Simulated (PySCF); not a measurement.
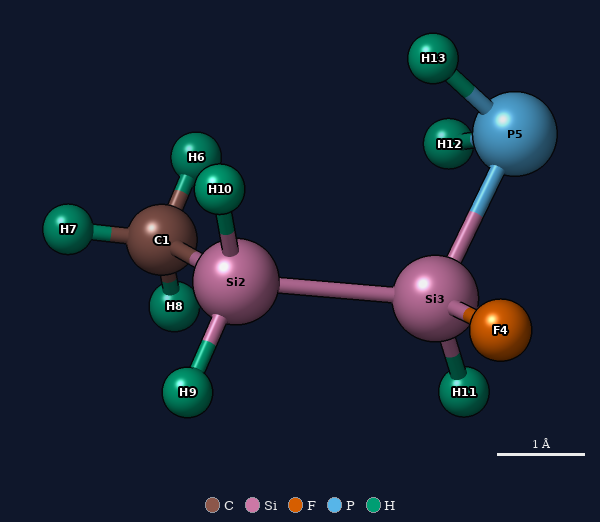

*The structure as given in the input (ball-and-stick view, seen at a tilt; atoms are numbered from 1 in the order of the input).*

**CH8FPSi2: excited-state calculation**

The run: excited-state calculation of CH8FPSi2. Method and program: TDDFT CAM-B3LYP/def2-SVPD, vertical, gas phase, core orbitals frozen in the response (PySCF 2.14.0).

The geometry comes from this level: PBE0-D3(BJ)/def2-SVP.

**Log**
```
coarse grid: 12008 points
cycle   1  E = -1062.5507345259  dE = -4.046e-02  |g| = 5.502e-01  |ddm| = 3.971e+00
cycle   2  E = -1062.5223984272  dE =  2.834e-02  |g| = 7.458e-01  |ddm| = 1.186e+00
cycle   3  E = -1062.6153090519  dE = -9.291e-02  |g| = 5.512e-02  |ddm| = 5.697e-01
cycle   4  E = -1062.6159409330  dE = -6.319e-04  |g| = 2.504e-02  |ddm| = 1.084e-01
cycle   5  E = -1062.6161203786  dE = -1.794e-04  |g| = 4.184e-03  |ddm| = 3.899e-02
cycle   6  E = -1062.6161262128  dE = -5.834e-06  |g| = 1.110e-03  |ddm| = 8.351e-03
final grid: 101568 points
cycle   7  E = -1062.7457851489  dE = -1.074e-05  |g| = 2.529e-03  |ddm| = 3.280e-02
cycle   8  E = -1062.7457852412  dE = -9.233e-08  |g| = 2.577e-03  |ddm| = 6.417e-03
cycle   9  E = -1062.7457868457  dE = -1.604e-06  |g| = 2.501e-04  |ddm| = 2.535e-03
cycle  10  E = -1062.7457868549  dE = -9.268e-09  |g| = 1.145e-04  |ddm| = 3.030e-04
cycle  11  E = -1062.7457868575  dE = -2.559e-09  |g| = 1.534e-05  |ddm| = 1.628e-04
cycle  12  E = -1062.7457868576  dE = -9.300e-11  |g| = 4.299e-06  |ddm| = 3.254e-05
```

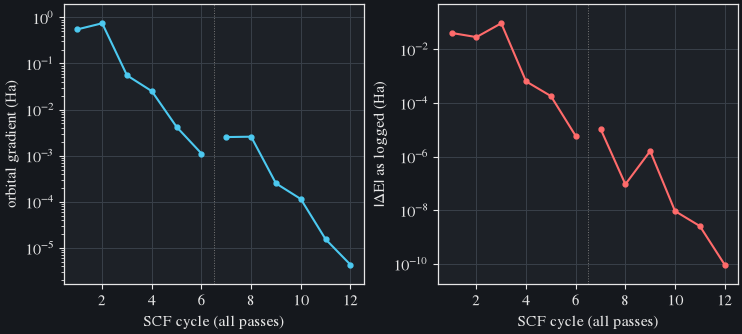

*Convergence of the self-consistent field: orbital gradient and size of the energy change against the SCF cycle. The dotted line marks the change from a coarse to the final integration grid.*

The first 6 cycles use a coarse grid, the final grid takes over at cycle 7, and the field converges after 12 cycles in all.

```
converged SCF energy = -1062.7457868576

Static polarisability (au): isotropic 97.002, principal 83.888 92.175 114.944

Singlet excitations
state   eV       nm        f      main configurations
  1   5.8460    212.1   0.03992   H->L 0.80, H->L+3 0.09
  2   6.3509    195.2   0.00762   H->L+3 0.38, H->L+2 0.30, H->L+4 0.12
  3   6.5531    189.2   0.06410   H->L+1 0.63, H->L+2 0.23
  4   6.6955    185.2   0.29668   H->L+2 0.40, H->L+3 0.32, H->L+1 0.13
  5   7.1120    174.3   0.06714   H-1->L 0.76
  6   7.4214    167.1   0.09412   H->L+4 0.44, H->L+5 0.15, H-1->L+2 0.09
  7   7.5044    165.2   0.01015   H->L+6 0.58, H->L+5 0.10
  8   7.7255    160.5   0.00993   H-2->L 0.72, H-2->L+1 0.09
  9   7.8937    157.1   0.11280   H->L+5 0.48, H->L+4 0.13, H->L+6 0.12
 10   7.9494    156.0   0.05100   H-1->L+2 0.56

Triplet excitations (Tamm-Dancoff, eV): 5.1823 5.5754 5.6341 6.0658
Vertical ionisation energy (delta-SCF) = 9.3538 eV
```

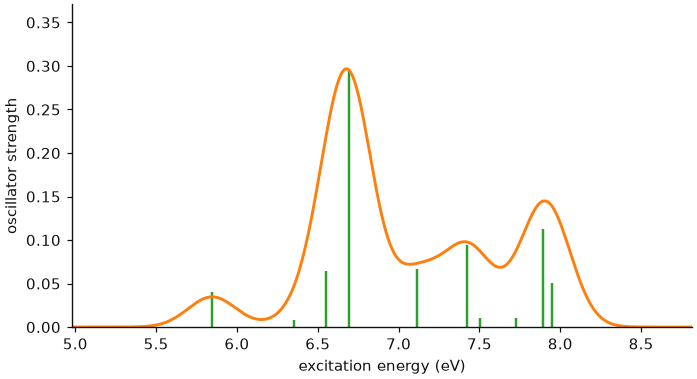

*Computed excitations as sticks (degenerate states added up, dark ones marked on the axis), with a Gaussian envelope of 0.35 eV full width at half maximum, scaled to the tallest.*

Of the 10 states the lowest lies at 5.85 eV (f = 0.040); the strongest line is at 6.70 eV, or 185 nm (f = 0.297).

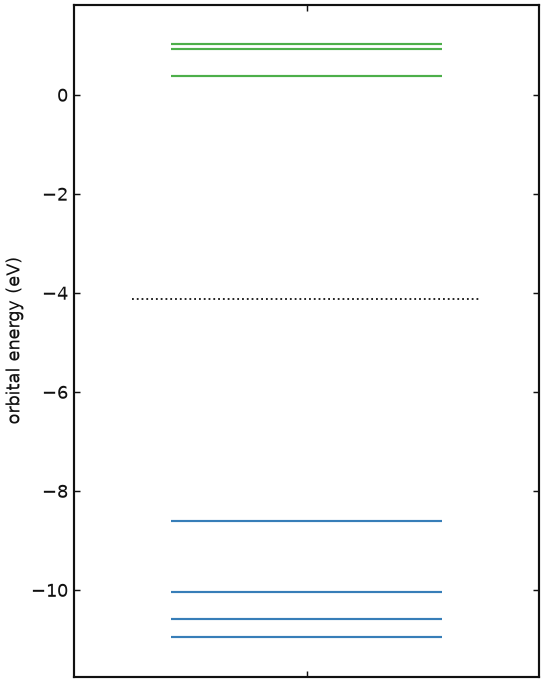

*Orbital energies near the frontier; the dotted line parts filled from empty levels, and levels within 0.02 eV of each other stand side by side.*

Highest filled −8.60 eV, lowest empty 0.37 eV, 8.97 eV apart.

This output came from the following input.

**Input file**
```
{"job": {"kind": "uv", "xc": "CAM-B3LYP", "basis": "def2-SVPD", "ip": true}, "charge": 0, "multiplicity": 1}
C      1.773172     0.487592     0.433085
Si     0.744478    -0.090712    -1.037095
Si    -1.259286    -1.016875    -0.255299
F     -2.179520    -1.468979    -1.530292
P     -2.465967     0.431019     0.997709
H      1.221598     1.233611     1.025275
H      2.711773     0.948608     0.089660
H      2.028996    -0.355416     1.092561
H      1.505530    -1.084371    -1.857949
H      0.387967     1.069953    -1.913615
H     -1.042894    -2.225513     0.598873
H     -1.448344     0.451198     2.004200
H     -1.970360     1.602298     0.344251
```

The first line tells a small driver script what to run in PySCF; the rest is the geometry in Å.

Command:
```bash
OMP_NUM_THREADS=1 python <driver script> task.json out
```

**Results in brief**

- outcome: converged
- total energy: −1062.745787 hartree
- HOMO: −8.60 eV
- LUMO: 0.37 eV
- dipole moment: 2.71 D
- mean polarisability: 97.00 a.u.
- vertical ionisation energy: 9.35 eV
- lowest singlet excitation: 5.85 eV
- hardware: 1 CPU thread, shared host
- wall time: 92 s
- peak memory: 0.96 GiB
